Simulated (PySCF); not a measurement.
## Electronic structure of C6H5F3Si (SMILES FC(F)(F)C#CC1=CC[SiH2]1) in real space

```
atom    x (Å)    y (Å)    z (Å)
   F   3.8958   1.5959   0.5847
   C   3.4721   0.4702  -0.0221
   F   4.1859  -0.5388   0.5136
   F   3.8638   0.5665  -1.3086
   C   2.0458   0.2724   0.1060
   C   0.8557   0.1058   0.2308
   C  -0.5184  -0.0777   0.2645
   C  -1.3490  -0.2735   1.3049
   C  -2.7181  -0.4045   0.7049
  Si  -1.9174  -0.1544  -1.0357
   H  -1.1130  -0.3296   2.3565
   H  -3.4084   0.3618   1.0571
   H  -3.1795  -1.3696   0.9135
   H  -1.9002  -1.3163  -1.9176
   H  -2.2194   1.0997  -1.7169
```

Geometry: GFN2-xTB.

Computed with PBE0/pcSseg-1, SCF density, gas phase, non-relativistic in PySCF.

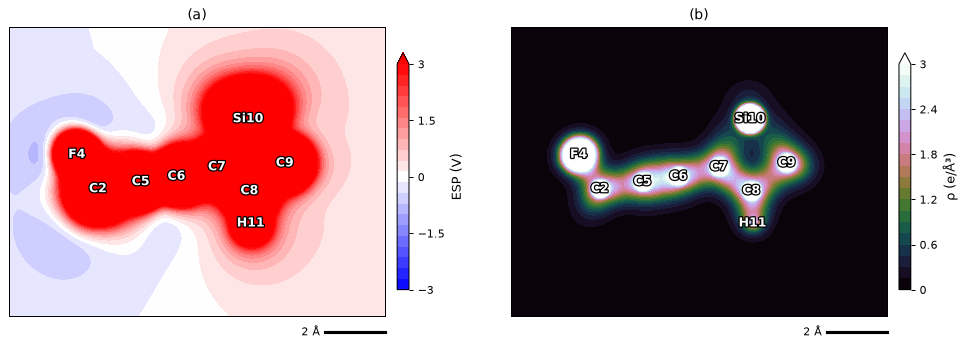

Figure 1. (a) molecular electrostatic potential; (b) electron density on the plane of atoms C7, C8 and H11.

Q: Interpret the plot.

A: The plane passes through C, F, Si and H nuclei.
C–C (1.21 Å): ρ is about 2.7 e/Å³ halfway.
C–F (1.35 Å): ρ is about 2.3 e/Å³ halfway, with its minimum of 1.9 e/Å³ about 0.5 Å from C.
C–Si (1.91 Å): ρ at the midpoint is about 0.84 e/Å³.
C–H (1.08 Å): the density is about 2.1 e/Å³ at the midpoint.
C–C (1.35 Å): ρ at the midpoint is about 2.2 e/Å³.
Outside the dense part of the molecule the potential is most negative (−0.8 V) near F4.

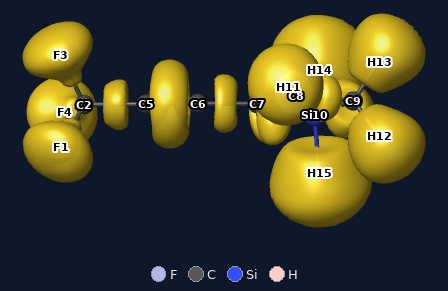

Figure 2. Isosurface of the electron localisation function at 0.75 (yellow), seen from one side. Only the valence region is drawn (cores and ρ < 0.01 e/Å³ removed).

Q: Identify the bonds, lone pairs and shells in this picture.

A: The ELF exceeds this value in five regions between bonded C–C atoms (shared pairs), two regions between bonded C–Si atoms (shared pairs), five regions around hydrogen nuclei and three regions on F in which the atom's valence shell and bonds are merged. Profiles from the grid: C–C (1.21 Å): the ELF peaks at about 0.85 between the atoms (a short, multiple covalent bond). C–F (1.35 Å): the ELF peaks at about 0.85 between the atoms; a polar covalent bond.

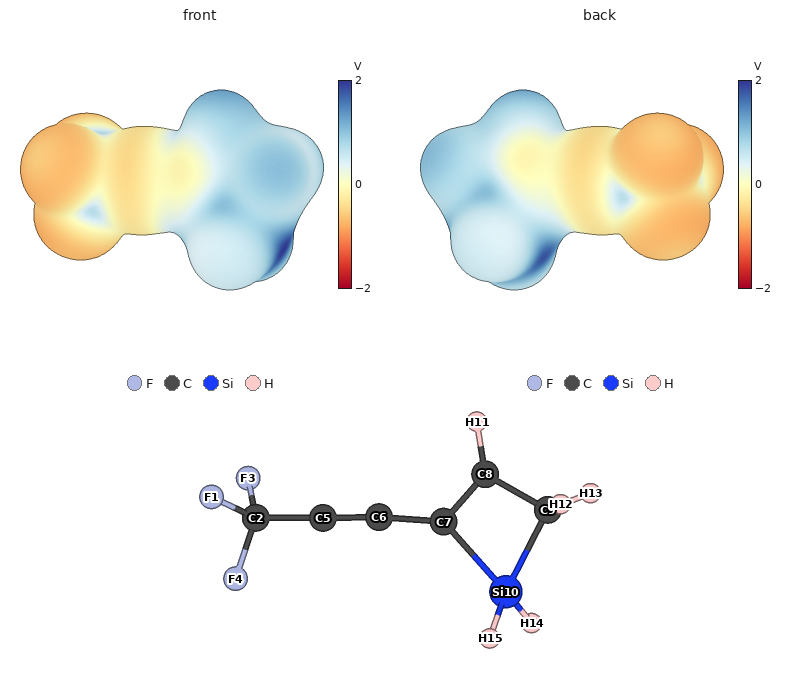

Figure 3. The electrostatic potential painted on the density surface at 0.002 e/bohr³, seen from the front and from behind; the colour scale runs from red (negative) to blue (positive). The bare structure is drawn below in the same view.

Q: Which sites attract a positive test charge, and which a negative one?

A: A positive charge is drawn to the negative regions and a negative charge to the positive ones. The most negative region (about −0.8 V, or −18 kcal/mol for a unit charge) lies over F1, F3 and F4, the most positive (about +1.8 V, or +42 kcal/mol for a unit charge) over Si10.
